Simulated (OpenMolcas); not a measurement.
**quartet InNH3 at 6 levels**

Wanted: a comparison of 6 runs (UHF/STO-3G, UB3LYP/def2-SVP, UBHLYP/def2-SVP, UM06-2X/def2-SVP, UPBE0/def2-SVP, USVWN5/def2-SVP) of quartet InNH3. 

The results are computed with OpenMolcas 26.06.

## Step 1: The system as given

InNH3 has 5 atoms, charge 0, and is taken as a quartet. SMILES of the parent species: `[NH2][InH]`. Geometry: relaxed at PBE0-D4/def2-TZVP. This is one conformer, not always the lowest. That shape belongs to the parent species and isn't relaxed for this state.

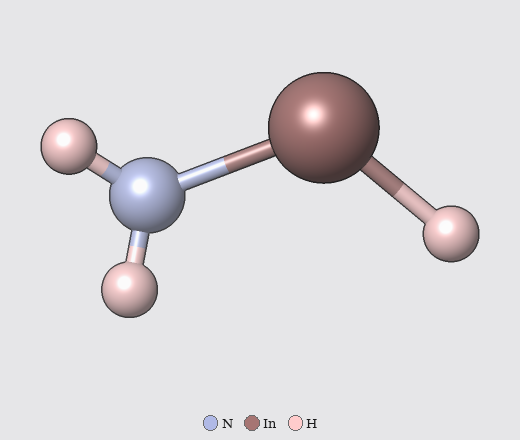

Viewed from a chosen angle; nitrogen light blue, indium brown, hydrogen pink.

## Step 2: A single-point energy at UHF/STO-3G (run 1)

mol.xyz

```xyz
5

N     -0.299400    -0.736500     0.264700
In     0.846600     0.946400     0.296000
H     -0.846800    -0.960800    -0.554700
H      0.017600    -1.585600     0.707600
H      0.331900     2.262600    -0.755100
```

mol.inp

```
&GATEWAY
BasLib=$CurrDir
Coord=mol.xyz
Basis=STO-3G
Group=NoSym
&SEWARD
&SCF
UHF
Spin=4
Thresholds=1e-10 1e-07 1e-07 1e-05
PrOrbitals=0
```

The basis set STO-3G is read from a file made from the Basis Set Exchange's data (not shown).

Launch:

```console
export MOLCAS_MEM=1860
pymolcas mol.inp > mol.log
```

Standard output:

```text
--- Start Module: gateway ---
[...]
--- Stop Module: gateway /rc=_RC_ALL_IS_WELL_ ---
--- Start Module: seward ---
[...]
      Basis functions           35
--- Stop Module: seward /rc=_RC_ALL_IS_WELL_ ---
[...]
--- Start Module: scf ---
[...]
       Convergence after  22 Iterations
[...]
::    Total SCF energy                              -5738.1796117420
[...]
      Total spin, S                                     1.5024410061
[...]
      Total electronic charge=   59.000000
      Total            charge=   -0.000000
[...]
      Dipole Moment (debye):
      Origin of the operator (angstrom)=    0.7018    0.7439    0.2813
                   X= -2.1219E+00               Y= -5.7733E+00               Z=  3.2872E-01           Total=  6.1597E+00
      Quadrupole Moment (debye*angstrom):
[...]
--- Stop Module: scf /rc=_RC_ALL_IS_WELL_ ---
[...]
```

It took 2.9 s on 1 thread of Intel Xeon Platinum 8259CL at 2.50GHz (Skylake/Cascade Lake), shared host; peak memory 0.37 GiB.

## Step 3: The energy at UB3LYP/def2-SVP (core potential) (run 2)

test.input

```
>>> EXPORT MOLCAS_PRINT=2

&gateway
 baslib=$CurrDir
 basisset
 N.def2-SVP....
 N1 -0.299400 -0.736500 0.264700 angstrom
 End of Basis
 basisset
 In.def2-SVP....
 In2 0.846600 0.946400 0.296000 angstrom
 End of Basis
 basisset
 H.def2-SVP....
 H3 -0.846800 -0.960800 -0.554700 angstrom
 H4 0.017600 -1.585600 0.707600 angstrom
 H5 0.331900 2.262600 -0.755100 angstrom
 End of Basis

&seward
 gridinput
 Grid=UltraFine
 End of Grid

&scf
 uhf
 spin=4
 ksdft=B3LYP
 thresholds=1e-10 1e-07 1e-07 1e-05
 prorbitals=1
```

The basis set def2-SVP is read from a file made from the Basis Set Exchange's data (not shown).

Launch:

```console
export MOLCAS_MEM=1860
pymolcas test.input > test.log
```

Standard output:

```text
--- Start Module: gateway ---
[...]
--- Stop Module: gateway /rc=_RC_ALL_IS_WELL_ ---
--- Start Module: seward ---
[...]
      Basis functions           55
--- Stop Module: seward /rc=_RC_ALL_IS_WELL_ ---
[...]
--- Start Module: scf ---
[...]
       Convergence after  22 Iterations
[...]
::    Total KS-DFT energy                            -246.5201277645
[...]
      Total spin, S                                     1.5015770449
[...]
      Total electronic charge=   31.000000
      Total            charge=   -0.000000
[...]
      Dipole Moment (debye):
      Origin of the operator (angstrom)=    0.7018    0.7439    0.2813
                   X= -2.7761E+00               Y= -4.7007E+00               Z= -3.1730E-01           Total=  5.4685E+00
      Quadrupole Moment (debye*angstrom):
[...]
--- Stop Module: scf /rc=_RC_ALL_IS_WELL_ ---
[...]
```

It took 27 s on 1 thread of Intel Xeon Platinum 8259CL at 2.50GHz (Skylake/Cascade Lake), shared host; peak memory 0.39 GiB.

Runs 3 to 4 aren't shown in full; the table further down has their settings and results.

## Step 4: The energy at UPBE0/def2-SVP (core potential) (run 5)

job.input

```
&GATEWAY
 BasLib
 $CurrDir
 BasisSet
 N.def2-SVP....
 N1 -0.299400 -0.736500 0.264700 angstrom
 End of Basis
 BasisSet
 In.def2-SVP....
 In2 0.846600 0.946400 0.296000 angstrom
 End of Basis
 BasisSet
 H.def2-SVP....
 H3 -0.846800 -0.960800 -0.554700 angstrom
 H4 0.017600 -1.585600 0.707600 angstrom
 H5 0.331900 2.262600 -0.755100 angstrom
 End of Basis

&SEWARD
 GridInput
 Grid=UltraFine
 End of Grid

&SCF
 UHF
 Spin
 4
 KSDFT
 PBE0
 Thresholds
 1e-10 1e-07 1e-07 1e-05
 PrOrbitals
 1
```

The basis set def2-SVP is read from a file made from the Basis Set Exchange's data (not shown).

Launch:

```console
export MOLCAS_MEM=1860
pymolcas job.input > job.log
```

Standard output:

```text
--- Start Module: gateway ---
[...]
--- Stop Module: gateway /rc=_RC_ALL_IS_WELL_ ---
--- Start Module: seward ---
[...]
      Basis functions           55
--- Stop Module: seward /rc=_RC_ALL_IS_WELL_ ---
[...]
--- Start Module: scf ---
[...]
       Convergence after  21 Iterations
[...]
::    Total KS-DFT energy                            -246.3886494647
[...]
      Total spin, S                                     1.5015491646
[...]
      Total electronic charge=   31.000000
      Total            charge=   -0.000000
[...]
      Dipole Moment (debye):
      Origin of the operator (angstrom)=    0.7018    0.7439    0.2813
                   X= -2.8665E+00               Y= -4.9502E+00               Z= -2.9706E-01           Total=  5.7280E+00
      Quadrupole Moment (debye*angstrom):
[...]
--- Stop Module: scf /rc=_RC_ALL_IS_WELL_ ---
[...]
```

Wall time 24 s (1 thread of Intel Xeon Platinum 8259CL at 2.50GHz (Skylake/Cascade Lake), shared host); peak memory 0.39 GiB.

## Step 5: The energy at USVWN5/def2-SVP (core potential) (run 6)

input.xyz

```xyz
5

N     -0.299400    -0.736500     0.264700
In     0.846600     0.946400     0.296000
H     -0.846800    -0.960800    -0.554700
H      0.017600    -1.585600     0.707600
H      0.331900     2.262600    -0.755100
```

job.input

```
>>> EXPORT MOLCAS_PRINT=2

&GATEWAY
 BasLib=$CurrDir
 Coord=input.xyz
 Basis=def2-SVP
 Group=NoSym

&SEWARD
 GridInput
 Grid=UltraFine
 End of Grid

&SCF
 UHF
 Spin=4
 KSDFT=SVWN5
 Thresholds=1e-10 1e-07 1e-07 1e-05
 PrOrbitals=1 2
```

The basis set def2-SVP is read from a file made from the Basis Set Exchange's data (not shown).

Launch:

```console
export MOLCAS_MEM=1860
pymolcas job.input > job.log
```

Standard output:

```text
--- Start Module: gateway ---
[...]
--- Stop Module: gateway /rc=_RC_ALL_IS_WELL_ ---
--- Start Module: seward ---
[...]
      Basis functions           55
--- Stop Module: seward /rc=_RC_ALL_IS_WELL_ ---
[...]
--- Start Module: scf ---
[...]
       Convergence after  27 Iterations
[...]
::    Total KS-DFT energy                            -245.6579681598
[...]
      Total spin, S                                     1.5008341127
[...]
      Total electronic charge=   31.000000
      Total            charge=   -0.000000
[...]
      Dipole Moment (debye):
      Origin of the operator (angstrom)=    0.7018    0.7439    0.2813
                   X= -2.5208E+00               Y= -3.7958E+00               Z= -5.8180E-01           Total=  4.5936E+00
      Quadrupole Moment (debye*angstrom):
[...]
--- Stop Module: scf /rc=_RC_ALL_IS_WELL_ ---
[...]
```

It took 20 s on 1 thread of Intel Xeon Platinum 8259CL at 2.50GHz (Skylake/Cascade Lake), shared host; peak memory 0.39 GiB.

## Step 6: All runs side by side

| run | level | integration grid | energy (Eh) | dipole moment (D) | HOMO energy (eV) | ⟨S²⟩ | wall time |
| --- | --- | --- | --- | --- | --- | --- | --- |
| 1 | UHF/STO-3G | – | -5738.179612 | 6.16 | -0.89 | 3.760 | 2.9 s |
| 2 | UB3LYP/def2-SVP (core potential) | UltraFine | -246.520128 | 5.47 | -2.79 | 3.756 | 27 s |
| 3 | UBHLYP/def2-SVP (core potential) | UltraFine | -246.342760 | 6.01 | -3.59 | 3.759 | 26 s |
| 4 | UM06-2X/def2-SVP (core potential) | UltraFine | -246.349171 | 6.03 | -3.74 | 3.757 | 41 s |
| 5 | UPBE0/def2-SVP (core potential) | UltraFine | -246.388649 | 5.73 | -3.07 | 3.756 | 24 s |
| 6 | USVWN5/def2-SVP (core potential) | UltraFine | -245.657968 | 4.59 | -2.37 | 3.753 | 20 s |

## Step 7: Outcome

```
                                 quantity          value
                      run 6: total energy  -245.65797 Eh
                     run 6: dipole moment         4.59 D
run 6: HOMO energy (highest over α and β)       -2.37 eV
                              run 6: ⟨S²⟩          3.753
```

In words: The dipole moment (its size) runs from 4.59 D (USVWN5/def2-SVP) to 6.16 D (UHF/STO-3G). The two ends differ in method and basis and core potential. Totals of different functionals can't be ranked against each other. Some runs of one species differ in core potentials or relativity; totals across that change don't compare. In run 1 the basis is minimal, so the values are rough. In run 1 relativity is left out where basis or elements ask for it. All runs together took 2.4 min, the longest 41 s.
